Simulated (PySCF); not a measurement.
**C5H10AlNO (AlEt2(NCO)): density, localisation and related maps**

```xyz
18

Al    0.0569    0.1421    0.0457
C     1.9643    0.2012    0.4775
C     2.6210   -1.1311    0.8410
H     2.0901    0.9295    1.3021
H     2.4879    0.6733   -0.3754
H     3.6860   -1.0145    1.1004
H     2.1263   -1.6099    1.7009
H     2.5679   -1.8530    0.0104
C    -1.0254    1.6304   -0.6207
C    -2.4501    1.2829   -1.0529
H    -0.4747    2.1213   -1.4449
H    -1.0429    2.3967    0.1791
H    -3.0245    2.1736   -1.3563
H    -2.4585    0.5868   -1.9067
H    -3.0148    0.7910   -0.2451
N    -0.8003   -1.4122    0.3147
C    -1.3937   -2.4431    0.4748
O    -1.9718   -3.4483    0.6329
```

Geometry: PBE0-D3(BJ)/def2-SVP.

All numbers below come from PySCF 2.14.0, PBE0/pcSseg-1 Al:pcSseg-2, SCF density, gas phase, non-relativistic.

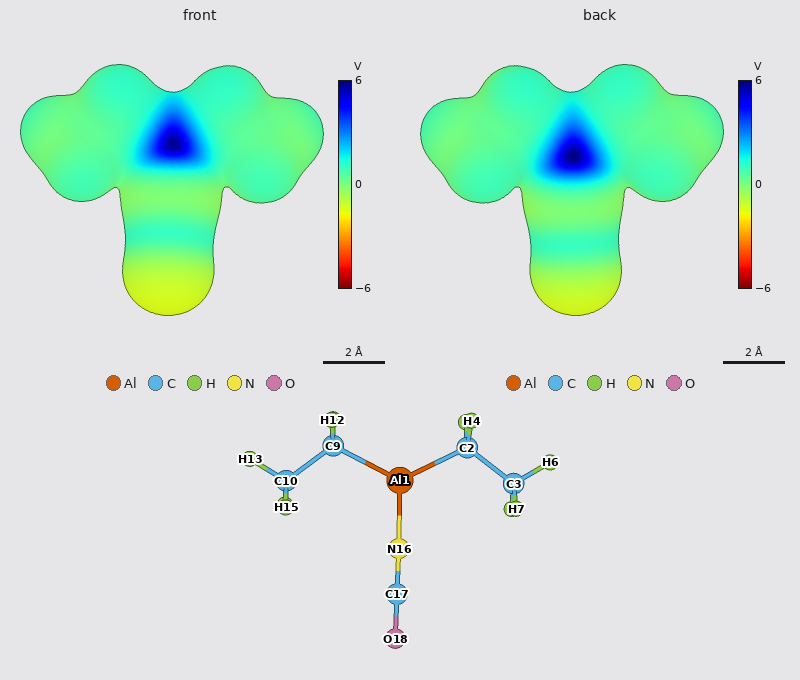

Figure 1. The electrostatic potential painted on the density surface at 0.004 e/bohr³, seen from the front and from behind; red is negative and blue positive. The bare structure is drawn below in the same view.

**Which sites attract a positive test charge, and which a negative one?**

A positive charge is drawn to the negative regions and a negative charge to the positive ones. The most negative region (about −1.4 V) lies over O18, the most positive (about +5.4 V) over Al1. O18 is the likeliest acceptor of a hydrogen bond.

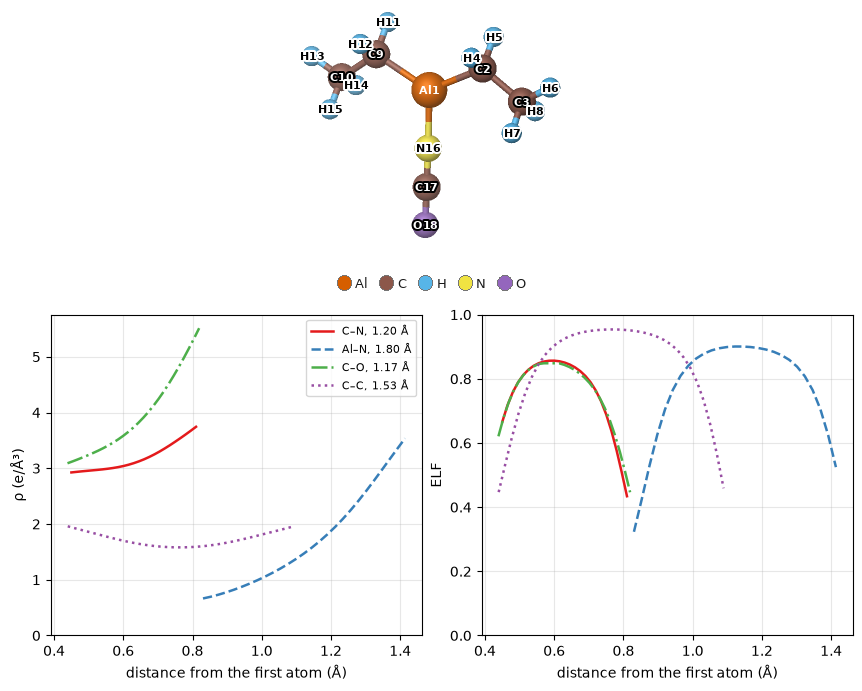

Figure 2. Total electron density and ELF along straight lines between neighbouring atoms. The curves leave out the atomic cores. The structure is drawn too.

**What can be read from the curves?**

C–N (1.20 Å): the density is about 3 e/Å³ at the midpoint; the ELF peaks at about 0.85 between the atoms (a short, multiple covalent bond).
Al–N (1.80 Å): ρ is about 0.77 e/Å³ halfway; the ELF peaks at about 0.90 in the valence shell of N, 0.7 Å from its nucleus, and is about 0.65 at the midpoint.
C–O (1.17 Å): ρ at the midpoint is about 3.5 e/Å³; the ELF peaks at about 0.85 between the atoms (a multiple bond).
C–C (1.53 Å): ρ at the midpoint is about 1.6 e/Å³; the ELF peaks at about 0.95 between the atoms: a shared electron pair.
